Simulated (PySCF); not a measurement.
# HfF₃⁺: relaxation and vibrations of the singlet

The task is one start of a wider search on HfF₃⁺: the singlet, from a T-shaped start. It is relaxed, tested by its Hessian and followed downhill if it is a saddle.

Method: PBE0, basis Hf def2-TZVP with ECP60, F def2-TZVP, scalar-relativistic core potentials, no spin–orbit coupling, density fitting; program: PySCF 2.14.0.

### 1 The system as given

4 atoms, charge 1, spin multiplicity 1.

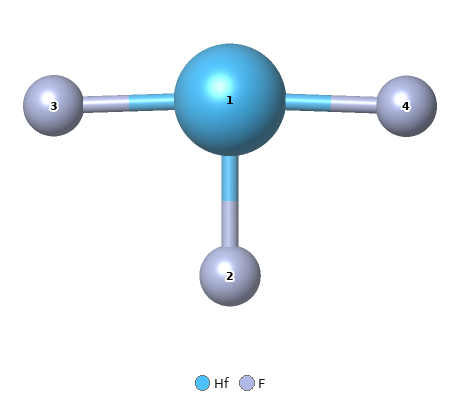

The starting geometry (hafnium blue, fluorine light blue); atoms are numbered from 1 in the order of the file.

Z-matrix (Å, degrees; charge 1 multiplicity 1):
```
Hf
F  1 2.1168
F  1 2.1168 2 88.00
F  1 2.1168 2 88.00 3 180.00
```

### 2 First SCF at the start

The steps below are one call of a driver around PySCF. For each, scf.py gives the equivalent set-up of the SCF; relaxations use the driver's own optimiser. After this first run the driver tries any further starts and a stability analysis.

File scf.py:

```python
from pyscf import gto, scf, dft
mol = gto.M(atom='''
Hf     0.000000     0.000000     0.000000
F      0.000000     0.000000     2.116800
F      2.115500     0.000000     0.073900
F     -2.115500     0.000000     0.073900''',
    basis={'Hf': 'def2-TZVP', 'F': 'def2-TZVP'},
    ecp={'Hf': 'def2-TZVP'},
    charge=1, spin=0)
mf = dft.RKS(mol, xc='PBE0')
mf.grids.atom_grid = (50, 194)
aux = {'Hf': 'def2-universal-JKFIT', 'F': 'def2-universal-JKFIT'}
mf = mf.density_fit(auxbasis=aux)
mf.conv_tol = 1e-08
mf.diis_space = 10
mf.max_cycle = 60
mf.init_guess = 'minao'
mf.verbose = 4
mf.kernel()
```

The run is started by

```sh
> OMP_NUM_THREADS=4 python axn.py task.json out
```

After this run come: Relaxing the singlet from the T-shaped start; Vibrations and properties at this point; Downhill along the imaginary mode; Hessian and properties.

What does the calculation give? Wanted: minimum; geometry; wavenumbers; dipole moment; highest occupied, lowest empty level; polar-tensor charge of Hf1; zero-point energy.

The runs gave:

```
                            quantity                                  value
                             minimum                           singlet, C3v
                            geometry  Hf–F 1.840 Å (×3); F–Hf–F 108.6° (×3)
                  wavenumbers (cm⁻¹)   131 (a1), 182 (e), 731 (e), 757 (a1)
      dipole moment (centre of mass)                                 4.79 D
highest occupied, lowest empty level                       -18.16, -9.67 eV
          polar-tensor charge of Hf1                                +2.90 e
                   zero-point energy                            16.2 kJ/mol
                 entropy at 298.15 K                        311.2 J/(mol K)
```

From C2v at the start the molecule goes to a C3v minimum, after a stop at a saddle point 17.1 kJ/mol higher, from which it was pushed off along an imaginary mode. The strongest infrared band lies at 731 cm⁻¹ (e, stretch). Only this shape and spin were tried, so other structures or states may lie lower. Spin–orbit coupling, left out here, can matter for elements this heavy.
